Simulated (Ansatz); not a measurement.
**CH$_{5}$NOSi (SMILES N=C[SiH2]O): density, localisation and related maps**

Input

```
crystal:
  periodic: [false, false, false]
  atoms:
    - {symbol: N, position_ang: [-0.889859, 0.806433, -1.014057]}
    - {symbol: C, position_ang: [0.300396, 0.706234, -0.578918]}
    - {symbol: Si, position_ang: [0.533441, -0.636969, 0.735215]}
    - {symbol: O, position_ang: [-0.954958, -1.292852, 0.915528]}
    - {symbol: H, position_ang: [-0.996371, 1.535429, -1.721391]}
    - {symbol: H, position_ang: [1.112831, 1.350315, -0.943121]}
    - {symbol: H, position_ang: [1.033324, -0.029812, 1.996825]}
    - {symbol: H, position_ang: [1.531093, -1.635285, 0.268134]}
    - {symbol: H, position_ang: [-1.581499, -0.849794, 0.324586]}
basis:
  gaussian: {orbitals: def2-TZVPP}
hamiltonian: {xc: pbe0, dispersion: d4}
output: {orbitals: {seedname: orbitals}}
```

Run with:

```sh
ansatz run in.yaml --threads 2 --pin off --events-out ev --progress --plain --max-ram 4352MiB
```

Geometry: PBE0-D4/def2-TZVP.

Method: RKS PBE0-D4/def2-TZVPP in Ansatz 0.2.0.

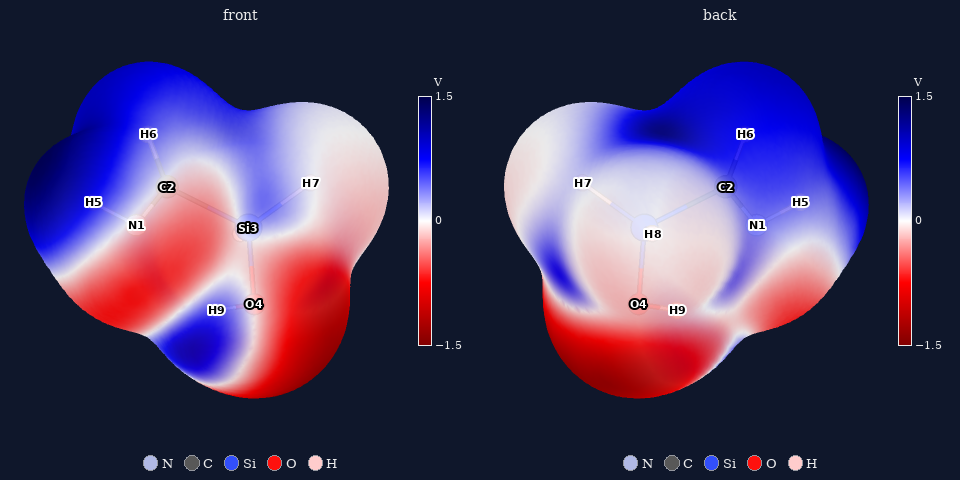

Figure 1. The molecular electrostatic potential painted on the density surface at 0.001 e/bohr³, seen from the front and from behind; the colour scale runs from red (negative) to blue (positive).

Q: Which sites attract a positive test charge, and which a negative one?

A: A positive charge is drawn to the negative regions and a negative charge to the positive ones. The most negative region (about −1.3 V) lies over O4, the most positive (about +1.4 V) over H5. O4 is the likeliest acceptor of a hydrogen bond.

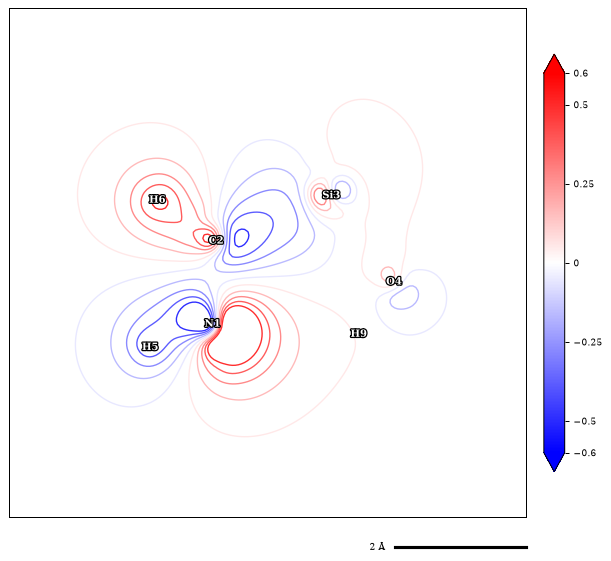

Figure 2. The HOMO on the plane of atoms N1, C2 and Si3 (values in Å⁻³ᐟ²; the overall sign is arbitrary).

Q: What is the character of this orbital?

A: By Hirshfeld shares it lies mainly on N1 (about 45 %), C2 (about 20 %), Si3 (about 10 %), H6 (about 10 %) and H5 (about 5 %). Its energy is −7.82 eV.

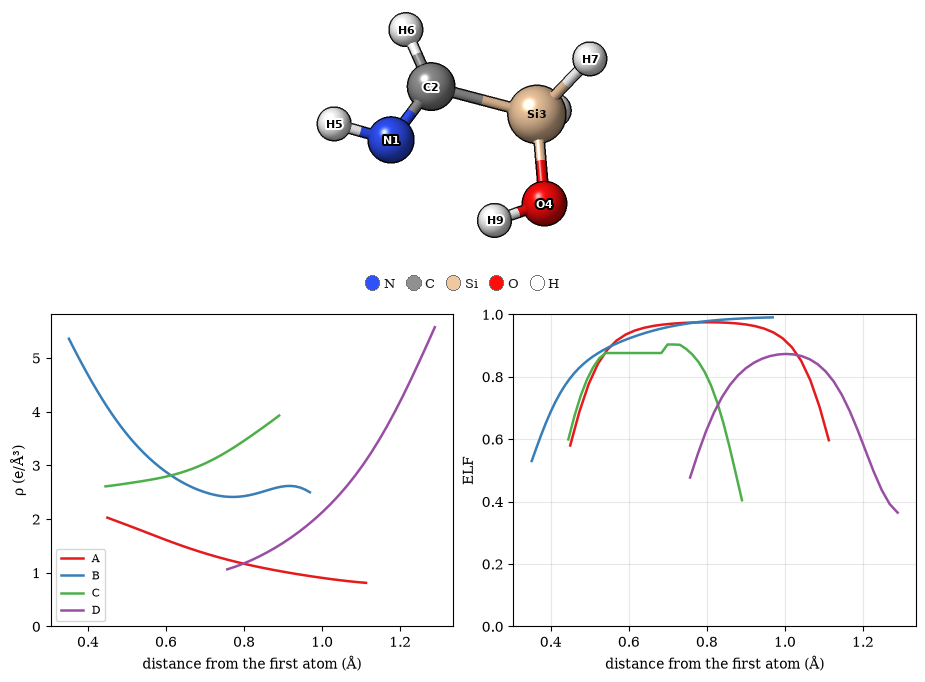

Figure 3. Electron density and electron localisation function along straight lines between neighbouring atoms. The curves leave out the atomic cores. The structure is drawn too.

Q: Which curve belongs to which contact (C–N, C–Si, O–H and Si–O)? The first atom named is at distance zero.

A: Curve A: C–Si (1.89 Å): ρ is about 0.96 e/Å³ halfway; the ELF peaks at about 1 between the atoms (a shared electron pair). Curve B: O–H (0.97 Å): ρ at the midpoint is about 3.7 e/Å³; the ELF climbs to about 1 towards the hydrogen, as it does in any bond to H: a covalent bond by its length. Curve C: C–N (1.27 Å): the density is about 2.9 e/Å³ at the midpoint; the ELF peaks at about 0.90 between the atoms; a multiple bond. Curve D: Si–O (1.64 Å): the density is about 1.2 e/Å³ at the midpoint; the ELF peaks at about 0.85 between the atoms, as expected for a shared but strongly polarised pair.

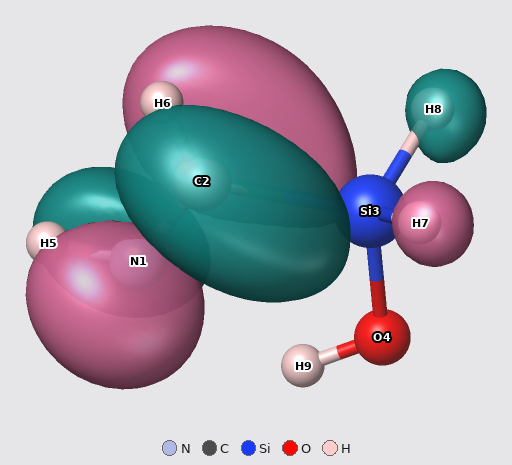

Figure 4. One frontier orbital at ±0.1 Å⁻³ᐟ² (teal and pink are the two phases), seen at a tilt.

Q: Which orbital is it: HOMO or LUMO?

A: The LUMO, at −1.15 eV. By Hirshfeld shares it lies mainly on C2 (about 40 %), N1 (about 35 %) and Si3 (about 15 %); π-antibonding (π*) across C2–N1.
